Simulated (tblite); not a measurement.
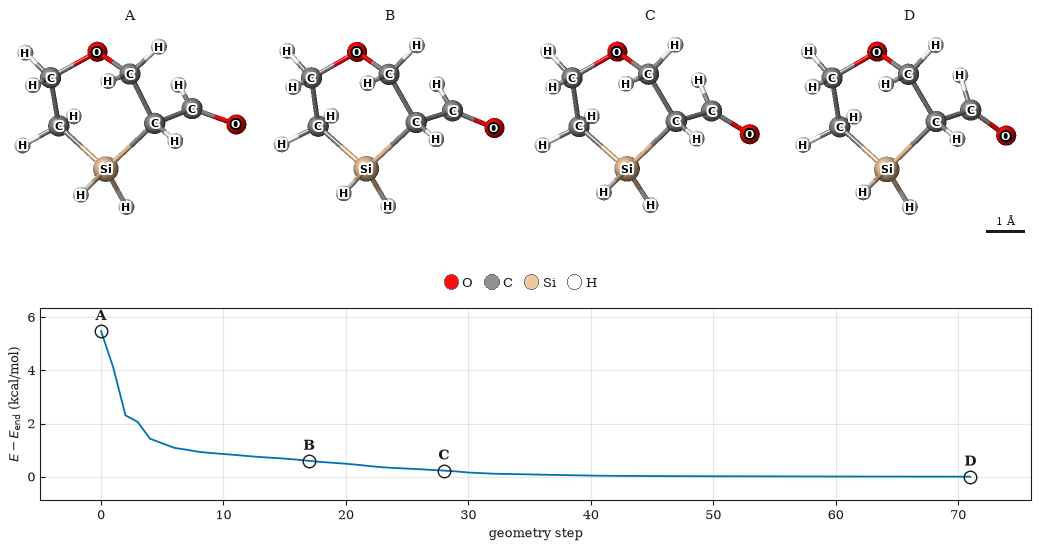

Frames of a relaxation of C$_{5}$H$_{10}$O$_{2}$Si, marked on the history of the run. Style: ball-and-stick. Shown from a free direction.

The calculation used GFN2-xTB geometry optimisation, gas phase in tblite 0.8.0. 

Question: Describe the path.

Answer: The atom that moves furthest after the best rigid fit is an O atom (0.54 Å). By element the largest moves are O 0.54 Å, H 0.35 Å, C 0.07 Å, Si 0.03 Å. Some distances before and after: C–Si 1.877 → 1.928 Å, C–O 1.243 → 1.204 Å, H–Si 1.490 → 1.458 Å, C–C 1.508 → 1.481 Å. Among the angles between lasting bonds that change: C–C–C 107.2° → 112.1°, C–C–Si 112.4° → 107.6°, C–C–H 117.7° → 113.5°. Groups turn about C–C by about 25°. After 71 geometry steps the energy has fallen by 5.48 kcal/mol. From step 0 to 17: an O atom moves most (0.15 Å), energy −4.88 kcal/mol. From step 17 to 28: an O atom moves most (0.24 Å), energy −0.37 kcal/mol. From step 28 to 71: O and H atoms move most (0.16 Å), energy −0.23 kcal/mol.

```json
{"step": "0", "E − E(0), kcal/mol": "0.00"}
{"step": "1", "E − E(0), kcal/mol": "-1.37"}
{"step": "2", "E − E(0), kcal/mol": "-3.17"}
{"step": "3", "E − E(0), kcal/mol": "-3.42"}
{"step": "4", "E − E(0), kcal/mol": "-4.05"}
{"step": "5", "E − E(0), kcal/mol": "-4.22"}
{"step": "6", "E − E(0), kcal/mol": "-4.40"}
{"step": "7", "E − E(0), kcal/mol": "-4.46"}
{"step": "8", "E − E(0), kcal/mol": "-4.54"}
{"step": "9", "E − E(0), kcal/mol": "-4.59"}
{"step": "10", "E − E(0), kcal/mol": "-4.63"}
{"step": "13", "E − E(0), kcal/mol": "-4.74"}
{"step": "16", "E − E(0), kcal/mol": "-4.84"}
{"step": "20", "E − E(0), kcal/mol": "-4.99"}
{"step": "23", "E − E(0), kcal/mol": "-5.12"}
{"step": "26", "E − E(0), kcal/mol": "-5.20"}
{"step": "29", "E − E(0), kcal/mol": "-5.28"}
{"step": "32", "E − E(0), kcal/mol": "-5.37"}
{"step": "36", "E − E(0), kcal/mol": "-5.40"}
{"step": "39", "E − E(0), kcal/mol": "-5.43"}
{"step": "42", "E − E(0), kcal/mol": "-5.45"}
{"step": "45", "E − E(0), kcal/mol": "-5.45"}
{"step": "49", "E − E(0), kcal/mol": "-5.46"}
{"step": "52", "E − E(0), kcal/mol": "-5.46"}
{"step": "55", "E − E(0), kcal/mol": "-5.47"}
{"step": "58", "E − E(0), kcal/mol": "-5.47"}
{"step": "61", "E − E(0), kcal/mol": "-5.47"}
{"step": "65", "E − E(0), kcal/mol": "-5.47"}
{"step": "68", "E − E(0), kcal/mol": "-5.48"}
{"step": "71", "E − E(0), kcal/mol": "-5.48"}
```
